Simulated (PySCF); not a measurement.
**One shape, several levels: SiHBr (SMILES [SiH]Br)**

We compute a comparison of 4 runs (B2PLYP/STO-3G, SVWN5/STO-3G, wB97X-V/STO-3G, BCCD(T)/STO-3G) of SiHBr. The job is set up through a Python script.

The calculation is run with PySCF 2.14.0.

### 1 The system as given

The species is SiHBr (3 atoms), meant as a singlet with charge 0. SMILES: `[SiH]Br`. The Si1–H3 distance was set to 2.291 Å, away from the relaxed value. At this shape a bond of the SMILES string is far longer than usual.

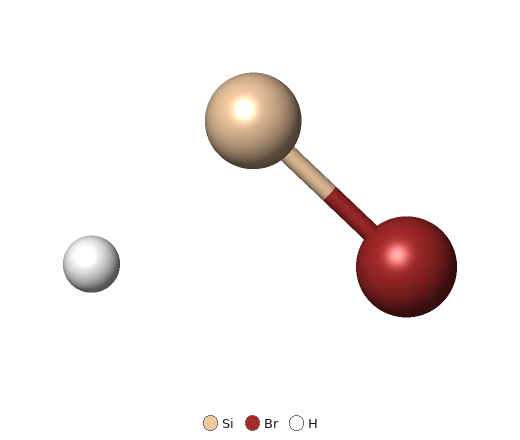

Viewed from a chosen angle; silicon light orange, bromine red, hydrogen white.

### 2 A single-point energy at B2PLYP/STO-3G (run 1)

The input, input.py:

```python
from pyscf import gto, dft, mp

molecule = gto.Mole()
molecule.atom = '''
Si    -0.573502     1.276971    -0.194854
Br     1.392098     1.156571     0.882646
H     -0.727100    -0.988300    -0.498600
'''
molecule.verbose = 3
molecule.max_memory = 1860
molecule.spin = 0
molecule.basis = 'sto-3g'
molecule.build()

mf = dft.RKS(molecule, xc='0.53*HF + 0.47*B88, 0.73*LYP')
mf.grids.level = 5
mf.conv_tol = 1e-10
mf.kernel()
if not mf.converged:
    mf = mf.newton().run(mf.mo_coeff, mf.mo_occ)

pt = mp.MP2(mf, frozen=14).run()
e_final = mf.e_tot + 0.27 * pt.e_corr
print('PT2 part  %.8f' % (0.27 * pt.e_corr))
print('Final energy', e_final)
```

The run is started by

```console
$ OMP_NUM_THREADS=1 python input.py
```

Output:

```text
converged SCF energy = -2832.11013650221
E(RMP2) = -2832.20532401661  E_corr = -0.0951875144006853
E(SCS-RMP2) = -2832.21784468598  E_corr = -0.107708183771306
PT2 part  -0.02570063
Final energy -2832.1358371310957
```

Run time: 2.9 s. Hardware: 1 thread of Arm Neoverse V1, shared host; peak memory 0.21 GiB.

### 3 A single-point energy at SVWN5/STO-3G (run 2)

The input, run.py:

```python
from pyscf import gto, dft

mol = gto.Mole()
mol.atom = [
    ('Si', (-0.573502, 1.276971, -0.194854)),
    ('Br', (1.392098, 1.156571, 0.882646)),
    ('H', (-0.727100, -0.988300, -0.498600)),
]
mol.basis = 'sto-3g'
mol.verbose = 3
mol.max_memory = 1860
mol.build()

mf = dft.RKS(mol)
mf.xc = 'svwn'
mf.grids.level = 5
mf.conv_tol = 1e-10
mf.kernel()
if not mf.converged:
    mf = mf.newton().run(mf.mo_coeff, mf.mo_occ)

e_tot = mf.e_tot
print('E(%s) = %.9f' % ('SVWN5', e_tot))
```

The run is started by

```console
$ OMP_NUM_THREADS=1 python run.py
```

Output:

```text
converged SCF energy = -2827.65323133406
E(SVWN5) = -2827.653231334
```

Wall time 2 s (1 thread of Arm Neoverse V1, shared host); peak memory 0.14 GiB.

Run 3 isn't shown in full; the table further down has it.

### 4 A single-point energy at BCCD(T)/STO-3G (run 4)

The input, job.py:

```python
from pyscf import gto, cc
from pyscf.cc.bccd import bccd_kernel_

molecule = gto.Mole()
molecule.atom = [
    ('Si', (-0.573502, 1.276971, -0.194854)),
    ('Br', (1.392098, 1.156571, 0.882646)),
    ('H', (-0.727100, -0.988300, -0.498600)),
]
molecule.charge = 0
molecule.basis = 'sto-3g'
molecule.verbose = 4
molecule.max_memory = 1860
molecule.build()

hf = molecule.RHF()
hf.conv_tol = 1e-10
hf.kernel()
if not hf.converged:
    hf = hf.newton().run(hf.mo_coeff, hf.mo_occ)

mycc = cc.CCSD(hf, frozen=14).run()
mycc = bccd_kernel_(mycc, diis=True)
e_t = mycc.ccsd_t()
etot = mycc.e_tot + e_t
print('E(%s) = %.9f' % ('BCCD(T)', etot))
```

The run is started by

```console
$ OMP_NUM_THREADS=1 python job.py
```

Output:

```text
PySCF version 2.14.0

[INPUT] num. atoms = 3
[INPUT] num. electrons = 50
[INPUT] charge = 0
[INPUT] spin (= nelec alpha-beta = 2S) = 0
[INPUT] symmetry False subgroup None
[INPUT] Mole.unit = angstrom
[INPUT] Symbol           X                Y                Z      unit          X                Y                Z       unit  Magmom
[INPUT]  1 Si    -0.573502000000   1.276971000000  -0.194854000000 AA   -1.083761711890   2.413125459012  -0.368220694276 Bohr   0.0
[INPUT]  2 Br     1.392098000000   1.156571000000   0.882646000000 AA    2.630683958555   2.185602433614   1.667959204943 Bohr   0.0
[INPUT]  3 H     -0.727100000000  -0.988300000000  -0.498600000000 AA   -1.374019865171  -1.867616328908  -0.942217445708 Bohr   0.0

nuclear repulsion = 124.329149548495
number of shells = 14
number of NR pGTOs = 84
number of NR cGTOs = 28
basis = sto-3g
ecp = {}

[... 37 lines left out ...]
converged SCF energy = -2830.69214265625
[... 12 lines left out ...]
Init t2, MP2 energy = -2830.75532100778  E_corr(MP2) -0.0631783515279972
[... 13 lines left out ...]
CCSD converged
[... 26 lines left out ...]
CCSD converged
[... 25 lines left out ...]
CCSD converged
[... 21 lines left out ...]
CCSD converged
[... 3 lines left out ...]
******** <class 'pyscf.cc.ccsd.CCSD'> ********
CC2 = 0
CCSD nocc = 11, nmo = 14
frozen orbitals 14
max_cycle = 50
direct = 0
conv_tol = 1e-07
conv_tol_normt = 1e-05
diis_space = 6
diis_start_cycle = 0
diis_start_energy_diff = 1e+09
Init E_corr(CCSD) = -0.104437432009553
cycle = 1  E_corr(CCSD) = -0.104438692366115  dE = -1.26035656e-06  norm(t1,t2) = 7.56321e-05
cycle = 2  E_corr(CCSD) = -0.104437194043533  dE = 1.49832258e-06  norm(t1,t2) = 1.59919e-05
cycle = 3  E_corr(CCSD) = -0.10443763012434  dE = -4.36080806e-07  norm(t1,t2) = 9.81192e-06
cycle = 4  E_corr(CCSD) = -0.104437780376557  dE = -1.50252217e-07  norm(t1,t2) = 4.57412e-06
cycle = 5  E_corr(CCSD) = -0.104437900094174  dE = -1.19717617e-07  norm(t1,t2) = 1.2133e-06
cycle = 6  E_corr(CCSD) = -0.104437922135409  dE = -2.20412347e-08  norm(t1,t2) = 4.16401e-07
CCSD converged
E(CCSD) = -2830.791685147803  E_corr = -0.1044379221354085
BCC iter:    3  E:   -2830.791685147803  dE:    7.416e-07  |t1|:    6.852e-06
CCSD(T) correction = -0.0024413156843638
E(BCCD(T)) = -2830.794126463
```

Run time: 1.3 s. Hardware: 1 thread of Arm Neoverse V1, shared host; peak memory 0.12 GiB.

### 5 Overview of the runs

| run | level | frozen core orbitals | nlc grid | energy (Eh) | dipole moment (D) | HOMO energy (eV) | LUMO energy (eV) | wall time |
| --- | --- | --- | --- | --- | --- | --- | --- | --- |
| 1 | B2PLYP/STO-3G | 14 | – | -2832.135837 | 2.39 | -4.05 | 1.96 | 2.9 s |
| 2 | SVWN5/STO-3G | – | – | -2827.653231 | 1.74 | -2.02 | -0.44 | 2 s |
| 3 | wB97X-V/STO-3G | – | 1 | -2832.377775 | 2.26 | -5.41 | 2.77 | 13 s |
| 4 | BCCD(T)/STO-3G | 14 | – | -2830.794126 | – | – | – | 1.3 s |

### 6 Outcome

```
                                           quantity           value
                                run 4: total energy  -2830.79413 Eh
run 4: correlation energy (14 core orbitals frozen)      -102.0 mEh
                              run 4: (T) correction       -2.44 mEh
```

Over runs 1, 2, 3 the dipole moment (its size) runs from 1.74 D (SVWN5/STO-3G) to 2.39 D (B2PLYP/STO-3G). A double hybrid's value is that of its SCF part. Over runs 1, 2, 3 the HOMO–LUMO gap runs from 1.58 eV (SVWN5/STO-3G) to 8.19 eV (wB97X-V/STO-3G). Totals of different functionals can't be ranked against each other. In runs 1, 2, 3, 4 the basis is minimal, so the values are rough. All runs together took 19 s, the longest 13 s.
